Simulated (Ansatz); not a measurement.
# AlClHS with multiplicity 2: two geometries relaxed

Aim: relax the geometries before and after the rotation by 180° about the S1–Al2 bond, and see whether they are two minima and how far apart in energy. SMILES of the start: [SH][Al][Cl].

Program: Ansatz 0.2.0. Level of theory: UKS PBE0-D4/def2-SVP. These are calculated values, not measurements.

## 1. Starting point

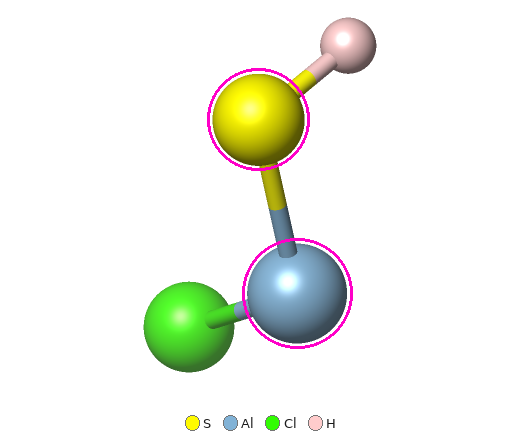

Start, viewed from a free direction; sulfur yellow, aluminium light blue, chlorine green, hydrogen pink. Ringed: S1, Al2.

Structure file:

```xyz
4

S     0.0543    1.1175   -0.9613
Al   -0.8263   -0.6729    0.0730
Cl    0.4964   -2.3255    0.6208
H     0.3311    1.8206    0.2473
```

## 2. End point A

input.yaml

```yaml
crystal:
  periodic: [false, false, false]
  atoms:
    - { symbol: S, position_ang: [0.0543, 1.1175, -0.9613] }
    - { symbol: Al, position_ang: [-0.8263, -0.6729, 0.073] }
    - { symbol: Cl, position_ang: [0.4964, -2.3255, 0.6208] }
    - { symbol: H, position_ang: [0.3311, 1.8206, 0.2473] }
magnetization:
  spin_polarized: true
  initial_magnetization: 1
basis:
  gaussian: { orbitals: def2-SVP }
hamiltonian:
  xc: pbe0
  dispersion: d4
relax:
  f_tol: 0.015
  max_steps: 40
```

Launch:

```
$ ansatz run input.yaml --threads 1 --pin off --max-ram 2048MiB --backend cpu --events-out ev --progress --plain --runs-dir out
```

Standard output:

```text
Warning: RAYON_NUM_THREADS=1 ignored (pool sized by the plan → 1); use --threads N
The last accepted step is kept in <dir> (removed where the run ends without a failure and the disk answers)
Engine: ansatz 0.2.0, x86_64-unknown-linux-gnu
Functional definition: PBE0
  parameter a = 0.25
  parameter kappa = 0.804
  parameter beta = 0.06672455060314922
  exchange = (1 - a)*pbe_x(kappa = kappa, mu = beta*pi^2/3) + a*exact_x
  correlation = pbe_c(beta = beta)
572 factors; integrals over basis functions are off by at most 1.5e-4 eV
mean field evaluation 1: about -29951.4628 eV, gradient 1.2e1 eV
mean field evaluation 2: about -29951.0827 eV, gradient 1.5e1 eV
mean field evaluation 4: about -29952.5604 eV, gradient 4.0e-1 eV
mean field evaluation 8: about -29952.5634 eV, gradient 1.3e-2 eV
mean field -29952.56345220 eV, -1100.7364042917 hartree, gradient 3.5e-5 eV, S^2 0.752809; 0 other end points of the search recorded, 0 dependent functions left out
the calculation of the forces begins
reference -29952.56347651 eV, -1100.7364051851 hartree; 24, 23 occupied and 35, 36 virtual orbitals, 572 factors
relax step   1: F+E_penalty+E_count = -29952.65360565 eV  Δ(F+E_penalty+E_count) = +0.000e0 eV  max|allowed force component| = 1.310e0 eV/Å  Δτ_max = 0.0000 Å  (26 SCF iters, accepted)
these checks for a lower state are left out or cut short: starts, cluster_reference, orbital_swaps, neighbouring_geometries, increment
572 factors; integrals over basis functions are off by at most 2.0e-4 eV
mean field evaluation 16: about -29952.6198 eV, gradient 2.4e0 eV
mean field -29952.65390149 eV, -1100.7397282418 hartree, gradient 1.7e-5 eV, S^2 0.752585; 0 other end points of the search recorded, 0 dependent functions left out
the calculation of the forces begins
reference -29952.65392588 eV, -1100.7397291382 hartree; 24, 23 occupied and 35, 36 virtual orbitals, 572 factors
relax step   2: F+E_penalty+E_count = -29952.74489436 eV  Δ(F+E_penalty+E_count) = -9.129e-2 eV  max|allowed force component| = 5.568e-1 eV/Å  Δτ_max = 0.0999 Å  (28 SCF iters, accepted)
these checks for a lower state are left out or cut short: starts, cluster_reference, orbital_swaps, neighbouring_geometries, increment
572 factors; integrals over basis functions are off by at most 1.9e-4 eV
mean field -29952.66436469 eV, -1100.7401127572 hartree, gradient 5.3e-5 eV, S^2 0.752491; 0 other end points of the search recorded, 0 dependent functions left out
the calculation of the forces begins
reference -29952.66438924 eV, -1100.7401136594 hartree; 24, 23 occupied and 35, 36 virtual orbitals, 572 factors
relax step   3: F+E_penalty+E_count = -29952.75552898 eV  Δ(F+E_penalty+E_count) = -1.063e-2 eV  max|allowed force component| = 5.401e-2 eV/Å  Δτ_max = 0.0190 Å  (26 SCF iters, accepted)
these checks for a lower state are left out or cut short: starts, cluster_reference, orbital_swaps, neighbouring_geometries, increment
572 factors; integrals over basis functions are off by at most 1.9e-4 eV
mean field evaluation 32: about -29952.6658 eV, gradient 5.4e-5 eV
mean field -29952.66582331 eV, -1100.7401663607 hartree, gradient 5.4e-5 eV, S^2 0.752513; 0 other end points of the search recorded, 0 dependent functions left out
the calculation of the forces begins
reference -29952.66584786 eV, -1100.7401672628 hartree; 24, 23 occupied and 35, 36 virtual orbitals, 572 factors
relax step   4: F+E_penalty+E_count = -29952.75685822 eV  Δ(F+E_penalty+E_count) = -1.329e-3 eV  max|allowed force component| = 3.061e-2 eV/Å  Δτ_max = 0.0185 Å  (26 SCF iters, accepted)
these checks for a lower state are left out or cut short: starts, cluster_reference, orbital_swaps, neighbouring_geometries, increment
572 factors; integrals over basis functions are off by at most 1.9e-4 eV
mean field -29952.66840518 eV, -1100.7402612426 hartree, gradient 5.7e-5 eV, S^2 0.752521; 0 other end points of the search recorded, 0 dependent functions left out
the calculation of the forces begins
reference -29952.66842974 eV, -1100.7402621450 hartree; 24, 23 occupied and 35, 36 virtual orbitals, 572 factors
relax step   5: F+E_penalty+E_count = -29952.75939535 eV  Δ(F+E_penalty+E_count) = -2.537e-3 eV  max|allowed force component| = 4.142e-2 eV/Å  Δτ_max = 0.0241 Å  (26 SCF iters, accepted)
these checks for a lower state are left out or cut short: starts, cluster_reference, orbital_swaps, neighbouring_geometries, increment
572 factors; integrals over basis functions are off by at most 1.9e-4 eV
mean field -29952.68236044 eV, -1100.7407740890 hartree, gradient 1.7e-5 eV, S^2 0.752551; 0 other end points of the search recorded, 0 dependent functions left out
the calculation of the forces begins
reference -29952.68238487 eV, -1100.7407749865 hartree; 24, 23 occupied and 35, 36 virtual orbitals, 572 factors
relax step   6: F+E_penalty+E_count = -29952.77343904 eV  Δ(F+E_penalty+E_count) = -1.404e-2 eV  max|allowed force component| = 1.818e-1 eV/Å  Δτ_max = 0.0703 Å  (28 SCF iters, accepted)
these checks for a lower state are left out or cut short: starts, cluster_reference, orbital_swaps, neighbouring_geometries, increment
572 factors; integrals over basis functions are off by at most 1.7e-4 eV
mean field -29952.69929435 eV, -1100.7413963988 hartree, gradient 1.7e-5 eV, S^2 0.752541; 0 other end points of the search recorded, 0 dependent functions left out
the calculation of the forces begins
reference -29952.69931880 eV, -1100.7413972970 hartree; 24, 23 occupied and 35, 36 virtual orbitals, 572 factors
relax step   7: F+E_penalty+E_count = -29952.79013858 eV  Δ(F+E_penalty+E_count) = -1.670e-2 eV  max|allowed force component| = 1.028e-1 eV/Å  Δτ_max = 0.0681 Å  (27 SCF iters, accepted)
these checks for a lower state are left out or cut short: starts, cluster_reference, orbital_swaps, neighbouring_geometries, increment
572 factors; integrals over basis functions are off by at most 1.7e-4 eV
mean field -29952.72305759 eV, -1100.7422696816 hartree, gradient 6.9e-6 eV, S^2 0.752544; 0 other end points of the search recorded, 0 dependent functions left out
the calculation of the forces begins
reference -29952.72308207 eV, -1100.7422705813 hartree; 24, 23 occupied and 35, 36 virtual orbitals, 572 factors
relax step   8: F+E_penalty+E_count = -29952.81390161 eV  Δ(F+E_penalty+E_count) = -2.376e-2 eV  max|allowed force component| = 1.183e-1 eV/Å  Δτ_max = 0.0711 Å  (29 SCF iters, accepted)
these checks for a lower state are left out or cut short: starts, cluster_reference, orbital_swaps, neighbouring_geometries, increment
572 factors; integrals over basis functions are off by at most 1.7e-4 eV
mean field evaluation 64: about -29952.7539 eV, gradient 8.1e-6 eV
mean field -29952.75394083 eV, -1100.7434046198 hartree, gradient 8.0e-6 eV, S^2 0.752537; 0 other end points of the search recorded, 0 dependent functions left out
the calculation of the forces begins
reference -29952.75396523 eV, -1100.7434055164 hartree; 24, 23 occupied and 35, 36 virtual orbitals, 572 factors
relax step   9: F+E_penalty+E_count = -29952.84484777 eV  Δ(F+E_penalty+E_count) = -3.095e-2 eV  max|allowed force component| = 1.352e-1 eV/Å  Δτ_max = 0.0790 Å  (29 SCF iters, accepted)
these checks for a lower state are left out or cut short: starts, cluster_reference, orbital_swaps, neighbouring_geometries, increment
572 factors; integrals over basis functions are off by at most 1.7e-4 eV
mean field -29952.78761762 eV, -1100.7446422187 hartree, gradient 7.0e-6 eV, S^2 0.752523; 0 other end points of the search recorded, 0 dependent functions left out
the calculation of the forces begins
reference -29952.78764188 eV, -1100.7446431103 hartree; 24, 23 occupied and 35, 36 virtual orbitals, 572 factors
relax step  10: F+E_penalty+E_count = -29952.87863644 eV  Δ(F+E_penalty+E_count) = -3.379e-2 eV  max|allowed force component| = 1.638e-1 eV/Å  Δτ_max = 0.0822 Å  (28 SCF iters, accepted)
these checks for a lower state are left out or cut short: starts, cluster_reference, orbital_swaps, neighbouring_geometries, increment
572 factors; integrals over basis functions are off by at most 1.7e-4 eV
mean field -29952.82301187 eV, -1100.7459429337 hartree, gradient 4.9e-5 eV, S^2 0.752499; 0 other end points of the search recorded, 0 dependent functions left out
the calculation of the forces begins
reference -29952.82303609 eV, -1100.7459438235 hartree; 24, 23 occupied and 35, 36 virtual orbitals, 572 factors
relax step  11: F+E_penalty+E_count = -29952.91469326 eV  Δ(F+E_penalty+E_count) = -3.606e-2 eV  max|allowed force component| = 7.914e-1 eV/Å  Δτ_max = 0.1951 Å  (28 SCF iters, accepted)
these checks for a lower state are left out or cut short: starts, cluster_reference, orbital_swaps, neighbouring_geometries, increment
572 factors; integrals over basis functions are off by at most 1.4e-4 eV
mean field -29952.84424875 eV, -1100.7467233745 hartree, gradient 4.6e-5 eV, S^2 0.752409; 0 other end points of the search recorded, 0 dependent functions left out
the calculation of the forces begins
reference -29952.84427327 eV, -1100.7467242756 hartree; 24, 23 occupied and 35, 36 virtual orbitals, 572 factors
relax step  12: F+E_penalty+E_count = -29952.93537834 eV  Δ(F+E_penalty+E_count) = -2.069e-2 eV  max|allowed force component| = 3.712e-1 eV/Å  Δτ_max = 0.1994 Å  (28 SCF iters, accepted)
these checks for a lower state are left out or cut short: starts, cluster_reference, orbital_swaps, neighbouring_geometries, increment
572 factors; integrals over basis functions are off by at most 1.3e-4 eV
mean field -29952.86545729 eV, -1100.7475027739 hartree, gradient 1.3e-5 eV, S^2 0.752460; 0 other end points of the search recorded, 0 dependent functions left out
the calculation of the forces begins
reference -29952.86548141 eV, -1100.7475036602 hartree; 24, 23 occupied and 35, 36 virtual orbitals, 572 factors
relax step  13: F+E_penalty+E_count = -29952.95722656 eV  Δ(F+E_penalty+E_count) = -2.185e-2 eV  max|allowed force component| = 2.098e-2 eV/Å  Δτ_max = 0.0819 Å  (28 SCF iters, accepted)
these checks for a lower state are left out or cut short: starts, cluster_reference, orbital_swaps, neighbouring_geometries, increment
572 factors; integrals over basis functions are off by at most 1.3e-4 eV
mean field evaluation 96: about -29952.8657 eV, gradient 1.3e-5 eV
mean field -29952.86565184 eV, -1100.7475099236 hartree, gradient 1.3e-5 eV, S^2 0.752472; 0 other end points of the search recorded, 0 dependent functions left out
the calculation of the forces begins
reference -29952.86567597 eV, -1100.7475108103 hartree; 24, 23 occupied and 35, 36 virtual orbitals, 572 factors
relax step  14: F+E_penalty+E_count = -29952.95732578 eV  Δ(F+E_penalty+E_count) = -9.921e-5 eV  max|allowed force component| = 7.305e-3 eV/Å  Δτ_max = 0.0074 Å  (23 SCF iters, accepted)
572 factors; integrals over basis functions are off by at most 1.3e-4 eV
mean field -29952.86565184 eV, -1100.7475099236 hartree, gradient 1.3e-5 eV, S^2 0.752472; 1 other end points of the search recorded, 0 dependent functions left out
the calculation of the forces begins
reference -29952.86567597 eV, -1100.7475108103 hartree; 24, 23 occupied and 35, 36 virtual orbitals, 572 factors
Total energy: -29952.95734991 eV, -1100.7508797653 hartree
Atom 0 at     0.460548     0.995768    -0.731540 Å, force    -0.001405    -0.007305     0.002094 eV/Å
Atom 1 at    -0.405029    -0.533073     0.593157 Å, force     0.000709     0.002174    -0.002653 eV/Å
Atom 2 at     0.220757    -2.525297     0.256976 Å, force     0.000641     0.004741    -0.000702 eV/Å
Atom 3 at    -0.220776     2.002302    -0.138793 Å, force     0.000056     0.000390     0.001261 eV/Å
Dipole moment:    -0.265692     0.322855     0.246950 e Å
```

Wall time 20 s (1 thread of Intel Xeon 6975P-C (Granite Rapids), shared host); peak memory 0.18 GiB.

The steps of the relaxation:

```
step  energy from step 1 (eV)  largest force component (eV/Å)
   1                   0.0000                          1.3098
   2                  -0.0913                          0.5568
   3                  -0.1019                          0.0540
   4                  -0.1033                          0.0306
   5                  -0.1058                          0.0414
   6                  -0.1198                          0.1818
   7                  -0.1365                          0.1028
   8                  -0.1603                          0.1183
   9                  -0.1912                          0.1352
  10                  -0.2250                          0.1638
  11                  -0.2611                          0.7914
  12                  -0.2818                          0.3712
  13                  -0.3036                          0.0210
  14                  -0.3037                          0.0073
```

Step 1 is the start.

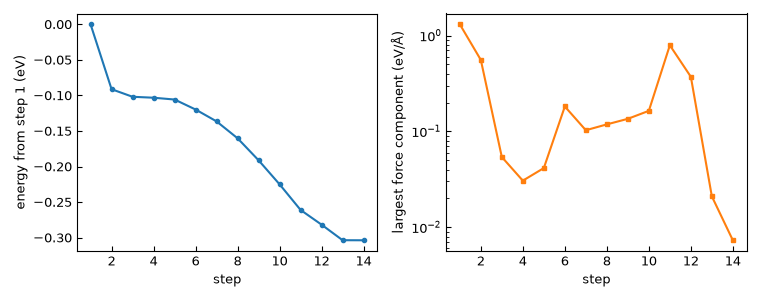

How energy and force went from step to step.

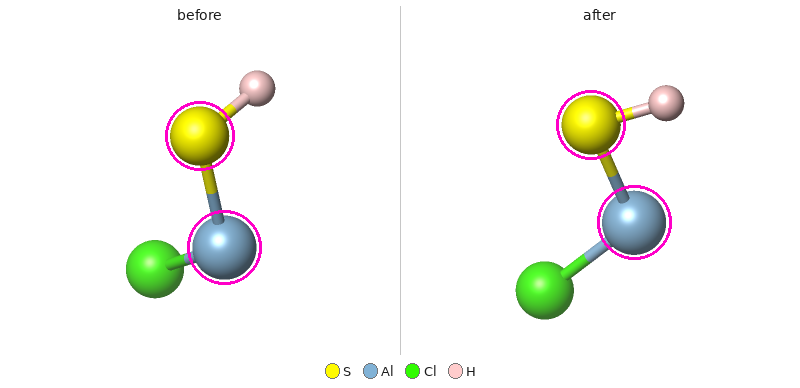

Before and after, at one scale.

After: Bond lengths: S1–Al2 2.200 Å, Al2–Cl3 2.115 Å, S1–H4 1.352 Å. Angles: S1–Al2–Cl3 116.3°, Al2–S1–H4 93.2°.

## 3. Relaxing end B

The second end starts from a geometry with the move made by hand.

input.yaml, as its differences from that of step 2:

```diff
@@ -5,3 +5,3 @@
     - { symbol: Al, position_ang: [-0.8263, -0.6729, 0.073] }
-    - { symbol: Cl, position_ang: [0.4964, -2.3255, 0.6208] }
+    - { symbol: Cl, position_ang: [-2.97215, -0.6939, 0.49203] }
     - { symbol: H, position_ang: [0.3311, 1.8206, 0.2473] }
```

Launch:

```
$ ansatz run input.yaml --threads 1 --pin off --max-ram 2048MiB --backend cpu --events-out ev --progress --plain --runs-dir out
```

Standard output, shortened:

```text
Warning: RAYON_NUM_THREADS=1 ignored (pool sized by the plan → 1); use --threads N
[...]
Functional definition: PBE0
[...]
572 factors; integrals over basis functions are off by at most 1.5e-4 eV
[...]
mean field -29952.56340617 eV, -1100.7364026002 hartree, gradient 3.5e-5 eV, S^2 0.752806; 0 other end points of the search recorded, 0 dependent functions left out
[...]
reference -29952.56343049 eV, -1100.7364034937 hartree; 24, 23 occupied and 35, 36 virtual orbitals, 572 factors
relax step   1: F+E_penalty+E_count = -29952.65357122 eV  Δ(F+E_penalty+E_count) = +0.000e0 eV  max|allowed force component| = 1.313e0 eV/Å  Δτ_max = 0.0000 Å  (26 SCF iters, accepted)
[...]
relax step   4: F+E_penalty+E_count = -29952.75574352 eV  Δ(F+E_penalty+E_count) = -6.959e-4 eV  max|allowed force component| = 2.185e-2 eV/Å  Δτ_max = 0.0119 Å  (24 SCF iters, accepted)
[...]
relax step  14: F+E_penalty+E_count = -29952.95728715 eV  Δ(F+E_penalty+E_count) = -2.171e-4 eV  max|allowed force component| = 8.036e-3 eV/Å  Δτ_max = 0.0161 Å  (26 SCF iters, accepted)
572 factors; integrals over basis functions are off by at most 1.7e-4 eV
[...]
mean field -29952.86553992 eV, -1100.7475058107 hartree, gradient 4.3e-5 eV, S^2 0.752468; 1 other end points of the search recorded, 0 dependent functions left out
[...]
reference -29952.86556405 eV, -1100.7475066975 hartree; 24, 23 occupied and 35, 36 virtual orbitals, 572 factors
Total energy: -29952.95731128 eV, -1100.7508783458 hartree
Atom 0 at    -0.310866     1.344403    -0.769786 Å, force     0.005214     0.008001    -0.005286 eV/Å
Atom 1 at    -1.026140    -0.235511     0.583143 Å, force     0.001118     0.000758     0.000442 eV/Å
Atom 2 at    -2.928132    -1.045489     0.136594 Å, force     0.001704    -0.000945     0.002024 eV/Å
Atom 3 at     0.852088     1.507897    -0.098921 Å, force    -0.008036    -0.007813     0.002820 eV/Å
Dipole moment:     0.400500     0.015693     0.278956 e Å
```

Run time: 19 s. Hardware: 1 thread of Intel Xeon 6975P-C (Granite Rapids), shared host; peak memory 0.18 GiB.

Relaxation path:

| step | energy from step 1 (eV) | largest force component (eV/Å) |
| --- | --- | --- |
| 1 | 0.0000 | 1.3134 |
| 2 | -0.0911 | 0.5579 |
| 3 | -0.1015 | 0.0606 |
| 4 | -0.1022 | 0.0218 |
| 5x | -0.0939 | 0.9368 |
| 6 | -0.1068 | 0.1178 |
| 7 | -0.1239 | 0.2898 |
| 8 | -0.1744 | 0.4519 |
| 9 | -0.2162 | 0.9768 |
| 10 | -0.2860 | 0.6427 |
| 11 | -0.2936 | 0.3866 |
| 12 | -0.3008 | 0.1490 |
| 13 | -0.3035 | 0.0374 |
| 14 | -0.3037 | 0.0080 |

Step 1 is the start. 1 step was tried and not accepted (marked x).

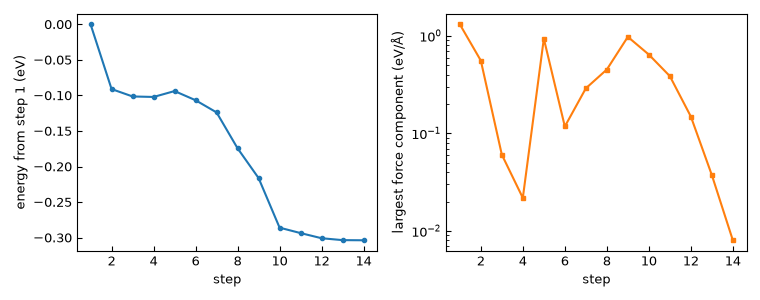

How energy and force went from step to step.

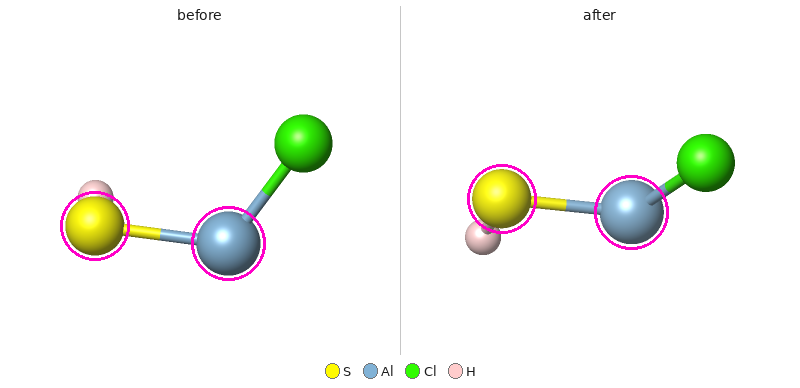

The structure before (left) and after (right), drawn at the same scale.

After: Bond lengths: S1–Al2 2.200 Å, Al2–Cl3 2.115 Å, S1–H4 1.352 Å. Angles: S1–Al2–Cl3 116.0°, Al2–S1–H4 93.5°.

## 4. What came out

| quantity | value |
| --- | --- |
| end A | 13 moves, 0.304 eV lower |
| end B | 12 moves, 0.304 eV lower |
| largest difference between the ends | 0.01 Å |
| end B relative to end A | +0.000 eV |

**Reading.** The two relaxations end at one structure, within 0.01 Å: no second minimum was found from this start, which doesn't rule one out.
